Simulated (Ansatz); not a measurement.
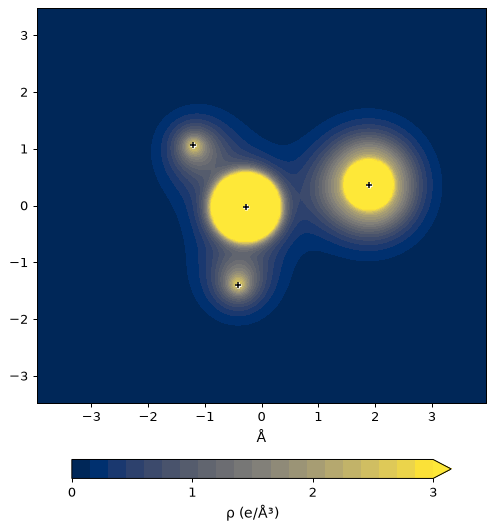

The total electron density on a plane through atoms (crosses mark nuclei in the plane).

All numbers below come from isolated molecule in a Gaussian basis; Kohn-Sham density functional theory, functional r2SCANx+PBEsolc (Ansatz).

Candidates:
A. C2H4O2Si (SMILES C=C1O[SiH2]O1)
B. ClGaH2 (SMILES [Cl][GaH2])
C. C4H5NO (SMILES N#CCC1CO1)

Question: Which candidate gave the map?

Answer: Candidate B: ClGaH2 on the molecular plane, which holds Cl, Ga and H. Ga–Cl (2.20 Å): ρ at the midpoint is about 0.67 e/Å³. Ga–H (1.38 Å): ρ at the midpoint is about 1.7 e/Å³.
